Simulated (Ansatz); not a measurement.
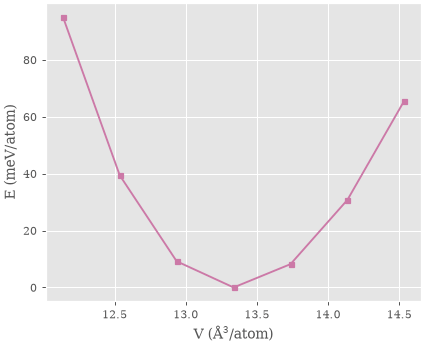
Fig. 1. SiOs in space group P2_13 (No. 198; Si on 4a, Os on 4a) under volume change, DFT-PBEsol in the program Ansatz with PAW potentials, shape and atoms relaxed at each volume.

Problem. What does a third-order Birch–Murnaghan fit give for V₀, B₀ and B′?

Solution. V₀ = 13.34 Å³/atom, B₀ = 233 GPa, B′ = 5.2.

The workflow started from a Materials Project entry (that database holds measured and hypothetical structures alike); the Crystallography Open Database files this formula in space group No. 198, but the cells were not matched. Its standing as an ambient phase is unchecked. Symmetry was held in the PBEsol relaxation; its stability against distortions is not shown here. No spin polarisation was allowed. Scalar-relativistic: spin–orbit coupling is off unless named, which matters more the heavier the elements.

Potentials: the later of the program's two PAW sets.
